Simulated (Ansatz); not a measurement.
Base system: SiO$_{2}$ in the rutile structure (space group P4_2/mnm, No. 136; a = 4.1852 Å, c = 2.6688 Å).

The change: a negative pressure, −1 GPa.

Computed with r2SCAN (Ansatz, a first-principles code; PAW; 500 eV plane waves; no spin-orbit coupling).

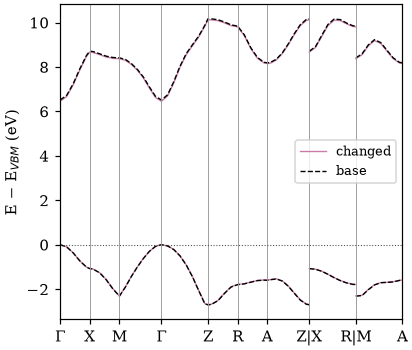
Highest valence and lowest conduction band along the path, each from its own valence-band maximum

### Question
From the figure, how large is the changed gap, and is it direct?

### Answer
About 6.5 eV, direct at Γ.

Load acts through the strain it causes; cell and atoms are relaxed under it. Whether these cells are dynamically stable was not tested.
